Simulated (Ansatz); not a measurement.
# singlet [SnH3O2]− at 6 levels

We compute a comparison of 6 runs (B2PLYP/def2-SVPD, CAM-B3LYP/def2-SVPD, PBE/def2-SVPD, PBE0/def2-SVPD, wB97X/def2-SVPD, MP2/def2-SVPD) of singlet [SnH3O2]−. 

Program for the calculation: Ansatz 0.2.0.

43 further runs of the same task are left out: 43 set aside as unsound or not needed.

## 1. The structure to begin with

The species is [SnH3O2]− (6 atoms), meant as a singlet with charge -1. As SMILES of the parent species, `[OH][SnH][OH]`. The shape is that of a PBE0-D4/def2-TZVP optimisation. This is one conformer, not always the lowest. That shape belongs to the parent species and isn't relaxed for this state.

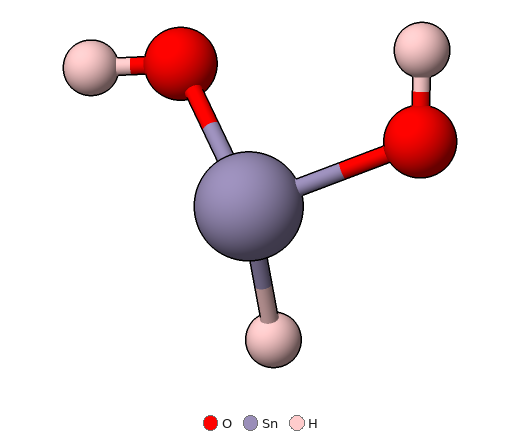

Viewed from a chosen angle; oxygen red, tin purple, hydrogen pink.

## 2. The energy at B2PLYP/def2-SVPD (core potential) (run 1)

Contents of run.yaml:

```yaml
crystal:
  periodic: [false, false, false]
  atoms:
    - {symbol: O, position_ang: [-1.248300, -0.684700, -0.233400]}
    - {symbol: Sn, position_ang: [0.417000, 0.302500, -0.639600]}
    - {symbol: O, position_ang: [1.413900, -0.038300, 1.016700]}
    - {symbol: H, position_ang: [-1.852000, -0.783400, -0.973600]}
    - {symbol: H, position_ang: [0.128600, 2.026100, -0.624300]}
    - {symbol: H, position_ang: [1.182700, -0.886000, 1.408100]}
basis:
  gaussian:
    orbitals: def2-SVPD
total_charge: -1
hamiltonian:
  xc: {name: B2PLYP}
correlation:
  frozen_orbitals: {H: 0, O: 1, Sn: 4}
accuracy: high
output: {orbitals: {seedname: orbitals}}
```

On the command line:

```
ansatz run run.yaml --threads 1 --pin off --max-ram 3480MiB --events-out events.jsonl --progress --plain --runs-dir runs
```

Standard output:

```text
Warning: RAYON_NUM_THREADS=1 ignored (pool sized by the plan → 1); use --threads N
Functional definition: B2PLYP
  name "B2PLYP"
  parameter a = 0.53
  parameter c = 0.27
  exchange = (1 - a)*b88_x + a*exact_x
  correlation = (1 - c)*lyp_c + c*(mp2_os + mp2_ss)
2188 factors; integrals over basis functions are off by at most 3.0e-9 eV
mean field evaluation 1: about -9955.5506 eV, gradient 2.8e1 eV
mean field evaluation 2: about -9955.6850 eV, gradient 2.8e1 eV
mean field evaluation 4: about -9957.1494 eV, gradient 3.5e0 eV
mean field evaluation 8: about -9957.1823 eV, gradient 1.1e-1 eV
mean field evaluation 16: about -9957.1825 eV, gradient 4.1e-4 eV
mean field -9957.18249234 eV, -365.9197073727 hartree, gradient 5.7e-8 eV, S^2 0.000000; 0 other end points of the search recorded, 0 dependent functions left out
6 core orbitals not correlated: weight in the atoms' cores, before any rotation towards them, 1.000 or more for the frozen orbitals, at most 0.000 for the correlated occupied ones
reference -9957.18251506 eV, -365.9197082079 hartree; 15, 15 occupied and 81, 81 virtual orbitals, 2188 factors
second order -18.18394778 eV of doubles, -0.00000000 eV of singles
Total energy: -9962.09218096 eV, -366.1001351018 hartree
```

Wall time 14 s (1 thread of Arm Neoverse V1, shared host); peak memory 0.34 GiB.

## 3. The energy at CAM-B3LYP/def2-SVPD (core potential) (run 2)

Contents of input.yaml:

```yaml
crystal:
  periodic: [false, false, false]
  atoms:
    - {symbol: O, position_ang: [-1.248300, -0.684700, -0.233400]}
    - {symbol: Sn, position_ang: [0.417000, 0.302500, -0.639600]}
    - {symbol: O, position_ang: [1.413900, -0.038300, 1.016700]}
    - {symbol: H, position_ang: [-1.852000, -0.783400, -0.973600]}
    - {symbol: H, position_ang: [0.128600, 2.026100, -0.624300]}
    - {symbol: H, position_ang: [1.182700, -0.886000, 1.408100]}
basis:
  gaussian:
    orbitals: def2-SVPD
total_charge: -1
hamiltonian:
  xc: {name: CAM-B3LYP}
accuracy: high
output:
  orbitals: {seedname: orbitals}
```

On the command line:

```
ansatz run input.yaml --threads 1 --pin off --max-ram 3480MiB --events-out events.jsonl --progress --plain --runs-dir runs
```

Standard output:

```text
Warning: RAYON_NUM_THREADS=1 ignored (pool sized by the plan → 1); use --threads N
Functional definition: CAM-B3LYP
  name "CAM-B3LYP"
  parameter alpha = 0.19
  parameter beta = 0.46
  parameter omega = 0.33/bohr
  parameter ac = 0.81
  exchange = (1 - alpha - beta)*b88_x + beta*b88_x_sr(omega) + alpha*exact_x + beta*exact_x_lr(omega)
  correlation = (1 - ac)*vwn5_c + ac*lyp_c
2188 factors; integrals over basis functions are off by at most 3.0e-9 eV
556 factors; integrals over basis functions are off by at most 2.0e-9 eV
mean field evaluation 1: about -9969.3192 eV, gradient 3.1e1 eV
mean field evaluation 2: about -9968.0314 eV, gradient 4.3e1 eV
mean field evaluation 4: about -9971.1660 eV, gradient 7.1e-1 eV
mean field evaluation 8: about -9971.2299 eV, gradient 4.6e-2 eV
mean field evaluation 16: about -9971.2300 eV, gradient 9.5e-5 eV
mean field -9971.22997973 eV, -366.4359430127 hartree, gradient 2.7e-8 eV, S^2 0.000000; 0 other end points of the search recorded, 0 dependent functions left out
reference -9971.22999698 eV, -366.4359436466 hartree; 21, 21 occupied and 81, 81 virtual orbitals, 2188 factors
Total energy: -9971.22999698 eV, -366.4359436466 hartree
```

It took 11 s on 1 thread of Arm Neoverse V1, shared host; peak memory 0.41 GiB.

Runs 3 to 5 aren't shown in full; the table further down has their settings and results.

## 4. The energy at MP2/def2-SVPD (core potential) (run 6)

Contents of in.yaml:

```yaml
crystal:
  periodic: [false, false, false]
  atoms:
    - {symbol: O, position_ang: [-1.248300, -0.684700, -0.233400]}
    - {symbol: Sn, position_ang: [0.417000, 0.302500, -0.639600]}
    - {symbol: O, position_ang: [1.413900, -0.038300, 1.016700]}
    - {symbol: H, position_ang: [-1.852000, -0.783400, -0.973600]}
    - {symbol: H, position_ang: [0.128600, 2.026100, -0.624300]}
    - {symbol: H, position_ang: [1.182700, -0.886000, 1.408100]}
basis:
  gaussian:
    orbitals: def2-SVPD
total_charge: -1
correlation:
  method: mp2
  frozen_orbitals: {H: 0, O: 1, Sn: 4}
accuracy: high
```

On the command line:

```
ansatz run in.yaml --threads 1 --pin off --max-ram 3480MiB --events-out events.jsonl --progress --plain --runs-dir runs
```

Standard output:

```text
Warning: RAYON_NUM_THREADS=1 ignored (pool sized by the plan → 1); use --threads N
Functional definition: HF
  name "HF"
  exchange = exact_x
  correlation = 0
2188 factors; integrals over basis functions are off by at most 3.0e-9 eV
mean field evaluation 1: about -9923.4540 eV, gradient 2.3e1 eV
mean field evaluation 2: about -9923.5577 eV, gradient 2.4e1 eV
mean field evaluation 4: about -9924.8809 eV, gradient 3.3e0 eV
mean field evaluation 8: about -9924.9215 eV, gradient 2.0e-1 eV
mean field evaluation 16: about -9924.9223 eV, gradient 2.5e-8 eV
mean field -9924.92232380 eV, -364.7341680459 hartree, gradient 3.0e-8 eV, S^2 0.000000; 0 other end points of the search recorded, 0 dependent functions left out
6 core orbitals not correlated: weight in the atoms' cores, before any rotation towards them, 1.000 or more for the frozen orbitals, at most 0.000 for the correlated occupied ones
reference -9924.92232380 eV, -364.7341680459 hartree; 15, 15 occupied and 81, 81 virtual orbitals, 2188 factors
second order -14.66612833 eV of doubles, -0.00000000 eV of singles
Total energy: -9939.58845213 eV, -365.2731383209 hartree
```

Run time: 5.1 s. Hardware: 1 thread of Arm Neoverse V1, shared host; peak memory 0.3 GiB.

## 5. Overview of the runs

```csv
run,level,frozen core orbitals,energy (Eh),HOMO energy (eV),LUMO energy (eV),HOMO–LUMO gap (eV),wall time
1,B2PLYP/def2-SVPD (core potential),6,-366.100135,-0.39,4.77,5.17,14 s
2,CAM-B3LYP/def2-SVPD (core potential),–,-366.435944,-0.85,4.75,5.59,11 s
3,PBE/def2-SVPD (core potential),–,-366.335451,1.18,3.54,2.37,7.8 s
4,PBE0/def2-SVPD (core potential),–,-366.338454,0.34,4.17,3.83,9.3 s
5,wB97X/def2-SVPD (core potential),–,-366.500261,-1.70,5.66,7.36,34 s
6,MP2/def2-SVPD (core potential),6,-365.273138,–,–,–,5.1 s
```

## 6. Results

| quantity | value |
| --- | --- |
| run 6: total energy | -365.27314 Eh |
| run 6: correlation energy (6 core orbitals frozen) | -539.0 mEh |

Over runs 1, 2, 3, 4, 5 the HOMO–LUMO gap runs from 2.37 eV (PBE/def2-SVPD) to 7.36 eV (wB97X/def2-SVPD). The empty levels of an anion lie above zero and hang on the basis. Totals of different functionals can't be ranked against each other. In runs 3, 4 the HOMO lies above zero, so the outermost electron may be held by the basis alone. All runs together took 81 s, the longest 34 s.
